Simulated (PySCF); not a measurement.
# SiHF (SMILES F[SiH]) at M06-2X/STO-6G

Aim: the vertical ionisation energy of SiHF at M06-2X/STO-6G, from 2 runs. The job is set up through a Python script.

The calculation is run with PySCF 2.14.0.

9 further runs of the same task are left out: 9 set aside as unsound or not needed.

## 1. The molecule

SiHF has 3 atoms, charge 0, and is taken as a singlet. As SMILES, `F[SiH]`. The shape is that of a PBE0-D4/def2-TZVP optimisation.

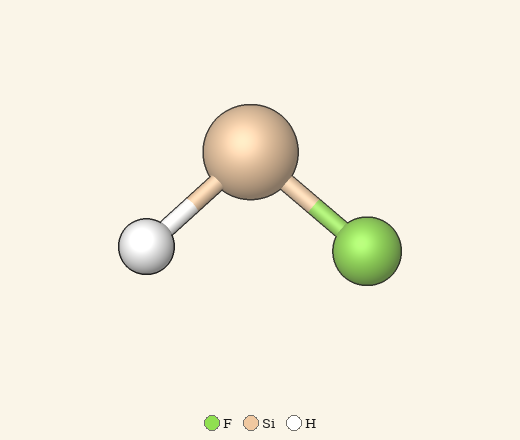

Viewed from a chosen angle; fluorine green, silicon light orange, hydrogen white.

## 2. The energy at M06-2X/STO-6G

input.xyz reads:

```xyz
3
FHSi
F     -1.090200     0.024400    -0.602300
Si     0.186800     0.629400     0.173800
H      0.892400    -0.718600     0.415300
```

input.py reads:

```python
from pyscf import gto, dft

system = gto.M(
    atom='input.xyz',
    max_memory=1860,
    verbose=3,
    basis='sto-6g',
)

mf = dft.RKS(system)
mf.xc = 'm06-2x'
mf.conv_tol = 1e-10
mf.grids.level = 5
mf.kernel()
if not mf.converged:
    mf = mf.newton().run(mf.mo_coeff, mf.mo_occ)

e_tot = mf.e_tot
print('Final energy', e_tot)
```

On the command line:

```bash
$ OMP_NUM_THREADS=1 python input.py
```

What it wrote:

```text
converged SCF energy = -388.236796045877
Final energy -388.2367960458769
```

It took 3.9 s on 1 thread of Arm Neoverse N1, shared host; peak memory 0.17 GiB.

## 3. The doublet cation

run.py reads:

```python
from pyscf import gto, dft

mol = gto.Mole()
mol.atom = 'F -1.090200 0.024400 -0.602300; Si 0.186800 0.629400 0.173800; H 0.892400 -0.718600 0.415300'
mol.charge = 1
mol.spin = 1
mol.basis = 'sto-6g'
mol.max_memory = 1860
mol.verbose = 4
mol.build()

mf = dft.UKS(mol, xc='m06-2x')
mf.grids.level = 5
mf.conv_tol = 1e-10
mf.kernel()
if not mf.converged:
    mf = mf.newton().run(mf.mo_coeff, mf.mo_occ)

energy = mf.e_tot
print(f'total energy: {energy:.8f} hartree')
```

On the command line:

```bash
$ OMP_NUM_THREADS=1 python run.py
```

What it wrote:

```text
PySCF version 2.14.0

[INPUT] num. atoms = 3
[INPUT] num. electrons = 23
[INPUT] charge = 1
[INPUT] spin (= nelec alpha-beta = 2S) = 1
[INPUT] symmetry False subgroup None
[INPUT] Mole.unit = angstrom
[INPUT] Symbol           X                Y                Z      unit          X                Y                Z       unit  Magmom
[INPUT]  1 F     -1.090200000000   0.024400000000  -0.602300000000 AA   -2.060179421001   0.046109317439  -1.138182044826 Bohr   0.0
[INPUT]  2 Si     0.186800000000   0.629400000000   0.173800000000 AA    0.353000840069   1.189393622801   0.328434400449 Bohr   0.0
[INPUT]  3 H      0.892400000000  -0.718600000000   0.415300000000 AA    1.686391593562  -1.357957193112   0.784803259532 Bohr   0.0

nuclear repulsion = 48.1945753717565
number of shells = 9
number of NR pGTOs = 90
number of NR cGTOs = 15
basis = sto-6g
ecp = {}

[... 35 lines left out ...]
WARN: HOMO -0.203666748457016 >= LUMO -0.203666748457015
[... 50 lines left out ...]
converged SCF energy = -387.98554219983  <S^2> = 0.75723928  2S+1 = 2.0072262
total energy: -387.98554220 hartree
```

Run time: 7.5 s. Hardware: 1 thread of Arm Neoverse N1, shared host; peak memory 0.18 GiB.

## 4. What came out

Level: M06-2X/STO-6G.

| quantity | value |
| --- | --- |
| singlet SiHF: total energy | -388.23680 Eh |
| singlet SiHF: dipole moment | 0.37 D |
| singlet SiHF: HOMO energy | -4.38 eV |
| singlet SiHF: LUMO energy | 3.06 eV |
| singlet SiHF: HOMO–LUMO gap | 7.44 eV |
| doublet cation: total energy | -387.98554 Eh |
| doublet cation: HOMO energy (highest over α and β) | -15.30 eV |
| doublet cation: LUMO energy (lowest over α and β) | -9.08 eV |
| doublet cation: ⟨S²⟩ | 0.757 |
| vertical ionisation energy (to the doublet cation) | 6.837 eV |

In words: The vertical ionisation energy comes to 6.84 eV (158 kcal/mol). −ε(HOMO) before ionisation, 4.38 eV, is 2.46 eV below this ionisation energy. In a minimal basis such a difference can be off by several eV, whatever the method. Mulliken charges (doublet cation) run from -0.08 on F1 to +1.03 on Si2; they depend strongly on the basis.
